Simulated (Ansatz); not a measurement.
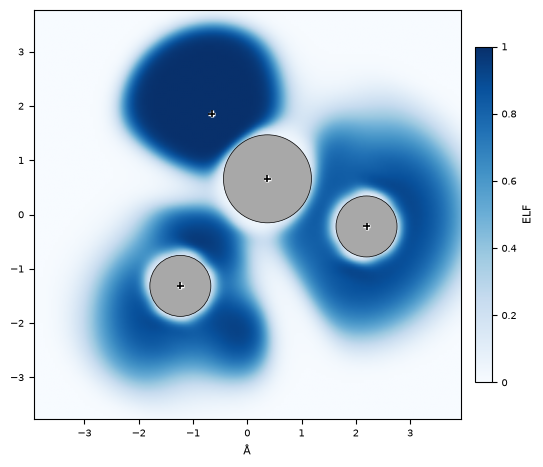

The ELF on a plane through atoms (crosses mark nuclei in the plane; grey discs cover the cores).

Level of theory: Ansatz, RKS PBE0-D4/def2-TZVPP.

Candidates:
A. AlH$_{3}$S$_{2}$
B. GeH$_{4}$···H$_{2}$O···NH$_{3}$
C. ClHInLi

Q: Which candidate gave the map?

A: Candidate A: AlH$_{3}$S$_{2}$ on the plane of atoms S3, Al1 and H5, which holds Al, S and H. Al–S (2.03 Å): the ELF peaks at about 0.80 in the valence shell of S, 0.9 Å from its nucleus, and is about 0.80 at the midpoint. Al–H (1.58 Å): the ELF climbs to about 1 towards the hydrogen.
